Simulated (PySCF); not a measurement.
# Solver options tried on BH⁻

The same problem is solved with other solver options, one edit a run.

Program: PySCF 2.14.0. Level of theory: method and basis as typed in the scripts. These are calculated values, not measurements.

3 further runs of the same task are left out: 3 that didn't finish.

## (1) Where the work starts

BH⁻: 2 atoms, charge -1, spin multiplicity 2.

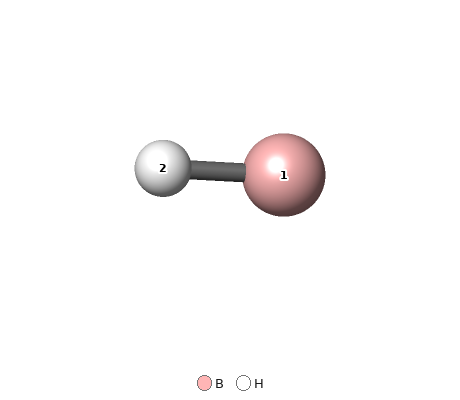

Start geometry, drawn with boron pink, hydrogen white; atoms are numbered from 1 in the order of the file.

## (2) The base run

input.py

```python
from pyscf import gto, scf, mp

mol = gto.M(
    atom='B 0 0 0; H 0 0 1.297',
    basis='6-31g*',
    charge=-1,
    spin=1,
    verbose=4,
)
mf = scf.UHF(mol)
mf = mf.density_fit(auxbasis='def2-universal-jkfit')
mf.kernel()
mp.MP2(mf, frozen=1).kernel()
mf.dip_moment()
print('orbital energies (hartree):', [e[max(0, n-3):n+3].round(4) for e, n in zip(mf.mo_energy, mol.nelec)])
```

On the command line:

```
$ OMP_NUM_THREADS=1 python input.py
```

The log of this run is left out.

It gives: E(SCF) = -25.060543 Eh, 10 cycles, E(MP2) − E(SCF) = -0.05639 Eh, ⟨S²⟩ = 0.759.

The bond length is a typed value, not an optimised one. The dipole of an ion depends on the origin.

## (3) Level shift 1 hartree

Run 1 changes level shift: none → 1 hartree.

input.py, as its differences from that of step 2:

```diff
@@ -11,2 +11,3 @@
 mf = mf.density_fit(auxbasis='def2-universal-jkfit')
+mf.level_shift = 1.0
 mf.kernel()
```

On the command line:

```
$ OMP_NUM_THREADS=1 python input.py
```

Output:

```text
PySCF version 2.14.0

[INPUT] verbose = 4
[INPUT] num. atoms = 2
[INPUT] num. electrons = 7
[INPUT] charge = -1
[INPUT] spin (= nelec alpha-beta = 2S) = 1
[INPUT] symmetry False subgroup None
[INPUT] Mole.unit = angstrom
[INPUT] Symbol           X                Y                Z      unit          X                Y                Z       unit  Magmom
[INPUT]  1 B      0.000000000000   0.000000000000   0.000000000000 AA    0.000000000000   0.000000000000   0.000000000000 Bohr   0.0
[INPUT]  2 H      0.000000000000   0.000000000000   1.297000000000 AA    0.000000000000   0.000000000000   2.450974783561 Bohr   0.0

nuclear repulsion = 2.04000466815729
number of shells = 8
number of NR pGTOs = 31
number of NR cGTOs = 16
basis = 6-31g*
ecp = {}

******** <class 'pyscf.df.df_jk.DFUHF'> ********
method = DFUHF
initial guess = minao
damping factor = 0
level_shift factor = 1.0
DIIS = <class 'pyscf.scf.diis.CDIIS'>
diis_start_cycle = 1
diis_space = 8
diis_damp = 0
SCF conv_tol = 1e-09
SCF conv_tol_grad = None
SCF max_cycles = 50
direct_scf = False
number electrons alpha = 4  beta = 3
Set gradient conv threshold to 3.16228e-05
******** <class 'pyscf.df.df.DF'> ********
auxbasis = def2-universal-jkfit
init E= -24.8720122435798

[... the frontier-level lines of each cycle are left out ...]

cycle= 1 E= -25.0344670857892  delta_E= -0.162  |g|= 0.155  |ddm|= 0.969
cycle= 2 E= -25.0504366425498  delta_E= -0.016  |g|= 0.0853  |ddm|= 0.187
cycle= 3 E= -25.0567203469487  delta_E= -0.00628  |g|= 0.0459  |ddm|= 0.124
cycle= 4 E= -25.0590535942043  delta_E= -0.00233  |g|= 0.0261  |ddm|= 0.0816
cycle= 5 E= -25.0599329267576  delta_E= -0.000879  |g|= 0.0159  |ddm|= 0.0563
cycle= 6 E= -25.060294306873  delta_E= -0.000361  |g|= 0.00989  |ddm|= 0.0422
cycle= 7 E= -25.0604406129834  delta_E= -0.000146  |g|= 0.00629  |ddm|= 0.0314
cycle= 8 E= -25.0604997198802  delta_E= -5.91e-05  |g|= 0.00403  |ddm|= 0.0215
cycle= 9 E= -25.0605238360295  delta_E= -2.41e-05  |g|= 0.00263  |ddm|= 0.0143
cycle= 10 E= -25.0605345837183  delta_E= -1.07e-05  |g|= 0.0017  |ddm|= 0.0103
cycle= 11 E= -25.0605391681868  delta_E= -4.58e-06  |g|= 0.00111  |ddm|= 0.00695
cycle= 12 E= -25.0605411675444  delta_E= -2e-06  |g|= 0.000719  |ddm|= 0.00479
cycle= 13 E= -25.0605420172346  delta_E= -8.5e-07  |g|= 0.000466  |ddm|= 0.00323
cycle= 14 E= -25.0605423806335  delta_E= -3.63e-07  |g|= 0.000302  |ddm|= 0.0022
cycle= 15 E= -25.0605425324428  delta_E= -1.52e-07  |g|= 0.000197  |ddm|= 0.00147
cycle= 16 E= -25.0605425939985  delta_E= -6.16e-08  |g|= 0.000129  |ddm|= 0.000962
cycle= 17 E= -25.0605426192242  delta_E= -2.52e-08  |g|= 8.04e-05  |ddm|= 0.000609
cycle= 18 E= -25.0605426289318  delta_E= -9.71e-09  |g|= 5.03e-05  |ddm|= 0.000371
cycle= 19 E= -25.060542632725  delta_E= -3.79e-09  |g|= 3.15e-05  |ddm|= 0.000229
cycle= 20 E= -25.0605426342281  delta_E= -1.5e-09  |g|= 1.98e-05  |ddm|= 0.000142
cycle= 21 E= -25.0605426348291  delta_E= -6.01e-10  |g|= 1.25e-05  |ddm|= 8.96e-05
Extra cycle  E= -25.0605426351512  delta_E= -3.22e-10  |g|= 4.69e-06  |ddm|= 8.99e-05
converged SCF energy = -25.0605426351512  <S^2> = 0.75850274  2S+1 = 2.0084847

******** <class 'pyscf.mp.dfump2.DFUMP2'> ********
nocc = (np.int64(3), np.int64(2)), nmo = (15, 15)
frozen orbitals 1
E(DFUMP2) = -25.1169372008801  E_corr = -0.0563945657289366
E(SCS-DFUMP2) = -25.1219744065958  E_corr = -0.0614317714445831
E_corr(same-spin) = -0.00720197011170102
E_corr(oppo-spin) = -0.0491925956172356

WARN: System has nonzero charge -1; the dipole moment is origin-dependent.
Location of origin: [0. 0. 0.]

Dipole moment(X, Y, Z, Debye): -0.00000,  0.00000,  0.58633
orbital energies (hartree): [array([-0.3278, -0.0333,  0.0289,  0.373 ,  0.5595,  0.8837]), array([-7.2787e+00, -2.7320e-01,  1.3000e-03,  3.9450e-01,  4.4010e-01,
        5.7950e-01])]
```

Wall time 0.76 s (1 thread of Arm Neoverse V1, shared host).

Outcome: E(SCF) = -25.060543 Eh (no change), 21 cycles, E(MP2) − E(SCF) = -0.05639 Eh, ⟨S²⟩ = 0.759.

## (4) Convergence threshold 1e-05 hartree

Run 2 changes convergence threshold: default → 1e-05 hartree.

input.py, as its differences from that of step 2:

```diff
@@ -11,2 +11,3 @@
 mf = mf.density_fit(auxbasis='def2-universal-jkfit')
+mf.conv_tol = 1e-05
 mf.kernel()
```

On the command line:

```
$ OMP_NUM_THREADS=1 python input.py
```

Output:

```text
[... 24 set-up lines left out, the same as in an earlier log ...]
level_shift factor = 0
[... 4 set-up lines left out, the same as in an earlier log ...]
SCF conv_tol = 1e-05
[... 4 set-up lines left out, the same as in an earlier log ...]
Set gradient conv threshold to 0.00316228
[... 2 set-up lines left out, the same as in an earlier log ...]
init E= -24.8720122435798

[... the frontier-level lines of each cycle are left out ...]

cycle= 1 E= -25.0463137191079  delta_E= -0.174  |g|= 0.115  |ddm|= 0.987
cycle= 2 E= -25.0589667827156  delta_E= -0.0127  |g|= 0.0306  |ddm|= 0.258
cycle= 3 E= -25.0603312661688  delta_E= -0.00136  |g|= 0.00992  |ddm|= 0.0866
cycle= 4 E= -25.0605164184828  delta_E= -0.000185  |g|= 0.00318  |ddm|= 0.0401
cycle= 5 E= -25.06054040274  delta_E= -2.4e-05  |g|= 0.000854  |ddm|= 0.0184
cycle= 6 E= -25.0605424249068  delta_E= -2.02e-06  |g|= 0.000225  |ddm|= 0.00675
Extra cycle  E= -25.0605425299558  delta_E= -1.05e-07  |g|= 0.000154  |ddm|= 0.00102
converged SCF energy = -25.0605425299558  <S^2> = 0.75844065  2S+1 = 2.0084229

******** <class 'pyscf.mp.dfump2.DFUMP2'> ********
nocc = (np.int64(3), np.int64(2)), nmo = (15, 15)
frozen orbitals 1
E(DFUMP2) = -25.1169412587794  E_corr = -0.0563987288235889
E(SCS-DFUMP2) = -25.1219780224188  E_corr = -0.0614354924629344
E_corr(same-spin) = -0.00720344091389112
E_corr(oppo-spin) = -0.0491952879096978

WARN: System has nonzero charge -1; the dipole moment is origin-dependent.
Location of origin: [0. 0. 0.]

Dipole moment(X, Y, Z, Debye): -0.00000,  0.00000,  0.58692
orbital energies (hartree): [array([-0.3278, -0.0333,  0.0289,  0.373 ,  0.5595,  0.8836]), array([-7.2787e+00, -2.7320e-01,  1.3000e-03,  3.9450e-01,  4.4010e-01,
        5.7950e-01])]
```

It took 0.75 s on 1 thread of Arm Neoverse V1, shared host.

Result: E(SCF) = -25.060543 Eh (no change), 6 cycles, E(MP2) − E(SCF) = -0.05640 Eh, ⟨S²⟩ = 0.758.

## (5) All runs together

| run | E(SCF) (hartree) | from base (eV) | cycles | gap, α spin (eV) | after the SCF |
| --- | --- | --- | --- | --- | --- |
| base | -25.060543 | 0 | 10 | 9.36 | MP2 correlation -1.535 eV, core frozen |
| level shift 1 hartree | -25.060543 | 0.0000 | 21 | 9.36 | MP2 correlation -1.535 eV, core frozen |
| convergence threshold 1e-05 hartree | -25.060543 | 0.0000 | 6 | 9.36 | MP2 correlation -1.535 eV, core frozen |

Wall time on 1 thread of Arm Neoverse V1, shared host, start-up included: base 0.78 s; level shift 1 hartree 0.76 s; convergence threshold 1e-05 hartree 0.75 s.

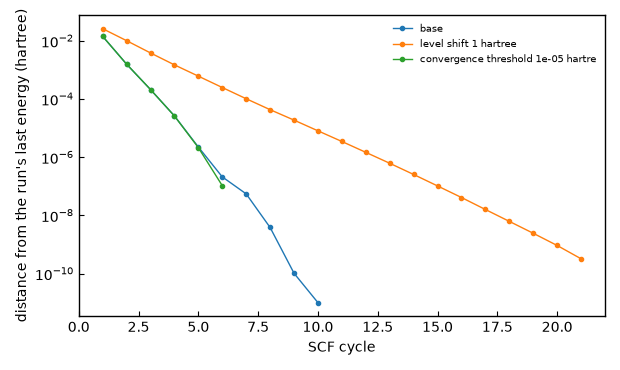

Convergence of the SCF energy, run by run.

In words: The highest filled level of this anion is positive: the basis lacks diffuse functions or the electron is not bound, so these numbers hang on the basis. With level shift 1 hartree or convergence threshold 1e-05 hartree the SCF ends at the base energy. The base needs 10 cycles and the run with level shift 1 hartree needs 21.
